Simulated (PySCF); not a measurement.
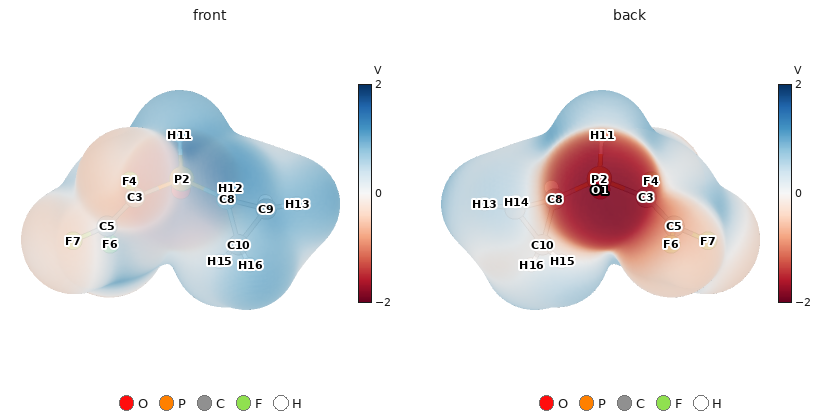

Figure. C5H6F3OP. The molecular electrostatic potential painted on the density surface at 0.001 e/bohr³, seen from the front and from behind; the colour scale runs from red (negative) to blue (positive).

Geometry: GFN2-xTB.

Method: PBE0/pcSseg-1, SCF density, gas phase, non-relativistic (PySCF 2.14.0).

```xyz
16

O    -0.0105   -1.2981   -1.3720
P     0.1957   -1.1250    0.0586
C     1.8372   -0.4493    0.5063
F     2.1769   -0.5324    1.8038
C     2.6678    0.1257   -0.3562
F     2.3999    0.2596   -1.6365
F     3.8533    0.6397   -0.0729
C    -0.9642   -0.0321    0.9143
C    -2.2994    0.1399    0.2477
C    -1.2941    1.2338    0.1699
H     0.2287   -2.2997    0.8100
H    -0.8997   -0.0099    1.9931
H    -3.1667    0.2647    0.8780
H    -2.4783   -0.4343   -0.6502
H    -0.8046    1.3914   -0.7813
H    -1.4494    2.1350    0.7434
```

Describe the electrostatic potential map.

The most negative region (about −1.8 V, or −42 kcal/mol for a unit charge) lies over O1, the most positive (about +1.1 V, or +25 kcal/mol for a unit charge) over P2, C8 and H12. O1 is the likeliest acceptor of a hydrogen bond.
